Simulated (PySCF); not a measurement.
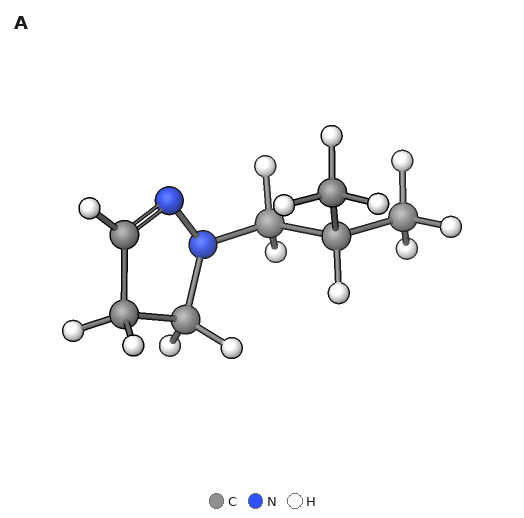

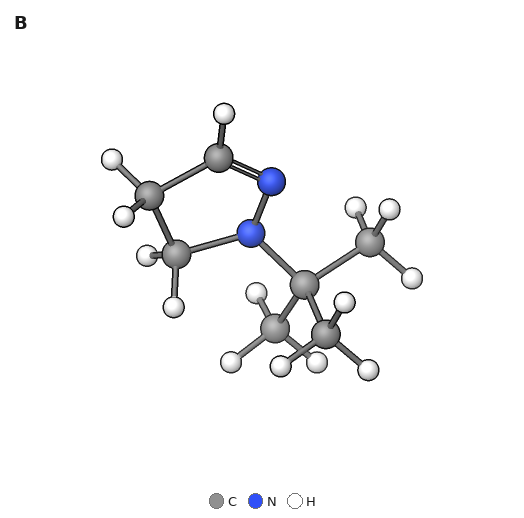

2 stationary structures of one formula. Geometries: GFN2-xTB. Electronic energies: PBE0/pcSseg-1 (PySCF 2.14.0), without zero-point energy. No frequency run is at hand to confirm each as a minimum. Each is one conformer, not always the lowest.

Are they conformers, stereoisomers or constitutional isomers?

They are constitutional isomers of C7H14N2: A `CC(C)CN1CCC=N1`, B `CC(C)(C)N1CCC=N1`.

Rank them by energy, lowest first.

B is lowest; A lies 0.117 eV above it.
